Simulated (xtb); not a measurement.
SiP3H5: energy and gradient calculation

- system: SiP3H5
- method: GFN-FF (xtb 6.7.1)

The geometry comes from this level: GFN2-xTB.

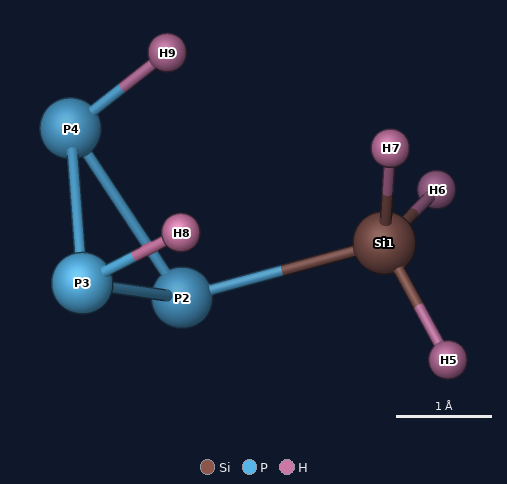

*The structure (ball-and-stick view, seen at a tilt; atoms are numbered from 1 in the order of the input).*

Key numbers

```json
{"quantity": "outcome", "value": "converged"}
{"quantity": "total energy", "value": "−0.755608 hartree"}
{"quantity": "dispersion energy", "value": "−0.006824 hartree"}
{"quantity": "largest force", "value": "0.741 eV/Å"}
{"quantity": "dipole moment", "value": "0.38 D"}
{"quantity": "hardware", "value": "1 thread of Intel Xeon (Granite Rapids), 192 GiB of memory available, shared host"}
{"quantity": "peak memory", "value": "0.066 GiB"}
```

Input file (mol.xyz)
```
9
H5P3Si
Si    -0.58030000     0.93658000    -0.87630000
P     -1.21180000    -0.74721000     0.48898000
P      0.46087000    -2.14367000     0.44905000
P      0.25090000    -0.73104000     2.10429000
H     -1.00272000     0.54608000    -2.21915000
H     -1.26888000     2.12881000    -0.38839000
H      0.87782000     1.14319000    -0.84421000
H      1.35858000    -1.38789000    -0.32011000
H      1.11552000     0.25514000     1.60584000
```

Run as:
```bash
xtb mol.xyz --gff --grad -c 0 > run.log 2> xtb.err
```

Log
```
* xtb version 6.7.1
   ID    Z sym.   atoms
    1   14 Si     1
    2   15 P      2-4
    3    1 H      5-9

           -------------------------------------------------
          |                Calculation Setup                |
           -------------------------------------------------

          program call               : xtb mol.xyz --gff --grad -c 0
          coordinate file            : mol.xyz
          omp threads                :                     1

          ==================== Thresholds ====================
          CN  :   150.00000
          rep :   500.00000
          disp:  2500.00000
          HB1 :   250.00000
          HB2 :   450.00000

          Pauling EN used:
          Z : 1  EN :  2.20
          Z :14  EN :  1.90
          Z :15  EN :  2.19
          electric field strengths (au): 0.000

           -------------------------------------------------
          |           Force Field Initialization            |
           -------------------------------------------------

          distances ...
          ----------------------------------------
          generating topology and atomic info file ...
          pair mat ...
          computing topology distances matrix with Floyd-Warshall algo ...
          making topology EEQ charges ...
          #fragments for EEQ constrain: 1
          ----------------------------------------
          generating topology and atomic info file ...
          pair mat ...
          computing topology distances matrix with Floyd-Warshall algo ...
          making topology EEQ charges ...
          #fragments for EEQ constrain: 1
          rings ...
          # BATM   36
          # H in HB   5

  atom   neighbors  erfCN metchar sp-hybrid imet pi  qest     coordinates
    1  Si      4    3.46   0.04         3    0    0   0.028   -1.096608    1.769880   -1.655967
    2  P       3    2.78   0.00         3    0    0  -0.015   -2.289970   -1.412022    0.924038
    3  P       3    2.79   0.00         3    0    0  -0.013    0.870918   -4.050949    0.848582
    4  P       3    2.79   0.00         3    0    0  -0.013    0.474132   -1.381465    3.976532
    5  H       1    0.96   0.01         0    0    0  -0.002   -1.894866    1.031942   -4.193586
    6  H       1    0.96   0.01         0    0    0  -0.002   -2.397836    4.022868   -0.733951
    7  H       1    0.96   0.01         0    0    0  -0.002    1.658839    2.160316   -1.595326
    8  H       1    0.98   0.00         0    0    0   0.009    2.567344   -2.622732   -0.604920
    9  H       1    0.98   0.00         0    0    0   0.009    2.108027    0.482145    3.034598

          #atoms :   9
          #bonds :   9
          #angl  :   15
          #tors  :   15
          #nmol  :   1
          #optfrag :   1
           -------------------------------------------------
          |                   G F N - F F                   |
          |          A general generic force-field          |
          |                  Version 1.0.3                  |
           -------------------------------------------------
          Number of HB bonds (bound hydrogen)     132
          Number of HB bonds (unbound hydrogen)   48
          Number of XB bonds                      0

 E+G (total)                   0 d,  0 h,  0 min,  0.000 sec
 distance/D3 list               ...        0 min,  0.000 sec (  0.601%)
 non bonded repulsion           ...        0 min,  0.000 sec ( 11.350%)
 dCN                            ...        0 min,  0.000 sec (  3.251%)
 EEQ energy and q               ...        0 min,  0.000 sec (  6.301%)
 D3                             ...        0 min,  0.000 sec (  9.242%)
 EEQ gradient                   ...        0 min,  0.000 sec (  4.613%)
 bonds                          ...        0 min,  0.000 sec (  7.202%)
 bend and torsion               ...        0 min,  0.000 sec ( 11.867%)
 bonded ATM                     ...        0 min,  0.000 sec (  5.302%)
 HB/XB (incl list setup)        ...        0 min,  0.000 sec ( 35.115%)

         :::::::::::::::::::::::::::::::::::::::::::::::::::::
         ::                     SUMMARY                     ::
         :::::::::::::::::::::::::::::::::::::::::::::::::::::
         :: total energy              -0.755608466053 Eh    ::
         :: gradient norm              0.021245519233 Eh/a0 ::
         ::.................................................::
         :: bond energy               -0.804125350861 Eh    ::
         :: angle energy               0.025236632621 Eh    ::
         :: torsion energy             0.003072774750 Eh    ::
         :: repulsion energy           0.027374053150 Eh    ::
         :: electrostat energy        -0.000256409408 Eh    ::
         :: dispersion energy         -0.006824057777 Eh    ::
         :: HB energy                 -0.000001469734 Eh    ::
         :: XB energy                  0.000000000000 Eh    ::
         :: bonded atm energy         -0.000084638794 Eh    ::
         :: external energy            0.000000000000 Eh    ::
         :: add. restraining           0.000000000000 Eh    ::
         :: total charge               0.000000000000 e     ::
         :::::::::::::::::::::::::::::::::::::::::::::::::::::

           -------------------------------------------------
          |                Property Printout                |
           -------------------------------------------------

molecular dipole:
                 x           y           z       tot (Debye)
 q only:        0.037       0.113      -0.092       0.383

           -------------------------------------------------
          | TOTAL ENERGY               -0.755608466053 Eh   |
          | GRADIENT NORM               0.021245519233 Eh/α |
           -------------------------------------------------
########################################################################
[WARNING] Runtime exception occurred
-1- gfnff_setup: Could not read topology file.
########################################################################

------------------------------------------------------------------------
------------------------------------------------------------------------
 total:
 *  cpu-time:     0 d,  0 h,  0 min,  0.003 sec
 * ratio c/w:     0.995 speedup
 SCF:
 *  cpu-time:     0 d,  0 h,  0 min,  0.000 sec
 * ratio c/w:     0.999 speedup
```
